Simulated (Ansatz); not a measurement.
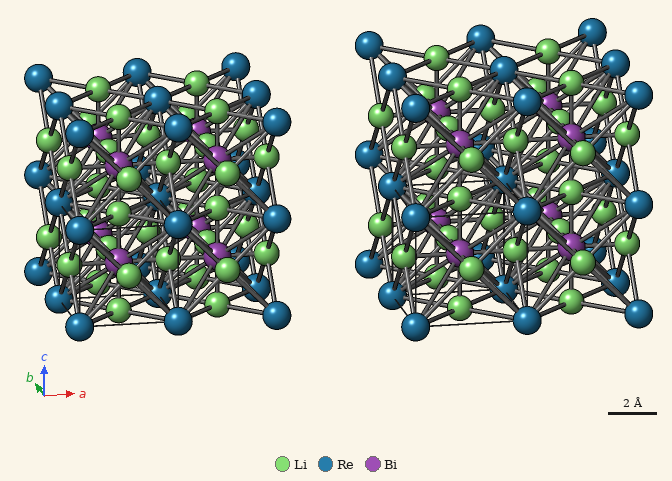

Two geometries of solid Li3ReBi (built on the cubic perovskite type) (coarse preliminary run), drawn at one scale. One is the start of a relaxation, the other its converged end. The picture is a ball-and-stick view of the cell of the calculation, repeated 2 × 2 × 2 with one cell outlined, seen from a free direction.

Level of theory: DFT PBE, scalar-relativistic, plane waves, PAW in Ansatz. Settings: plane-wave cutoff 420 eV; k-point mesh 4 × 4 × 4; occupations gaussian; smearing width 0.1 eV; no spin polarisation; cell and atoms relaxed; force threshold 0.04 eV/Å; at most 70 steps.

> Which one is relaxed?

The right one is the relaxed one. Case: cubic perovskite type (Pm-3m, No. 221). Over 4 accepted moves (6 points after the start) the energy falls by 292 meV per atom. All forces vanish by symmetry, so only the cell relaxes. The pressure goes from 18.73 to 0.16 GPa. The SCF was repeated twice at an unchanged geometry on a basis and grid sized afresh for the cell, which shifted the energy by 5.3 meV per atom at most. The atoms keep their places relative to the cell (all moves are under 0.005 Å). The drawn cell changes as follows: a = b = c 4.259 → 4.818 Å (+13.1 %); the volume changes by +44.8 %. Among the contacts that change: Bi–Re 3.688 → 4.173 Å, Li–Re 3.011 → 3.407 Å, Bi–Li 2.129 → 2.409 Å. The space group stays Pm-3m (No. 221). The run took 10 s on 1 thread of Arm Neoverse V2 (shared host), peak memory 0.38 GiB.
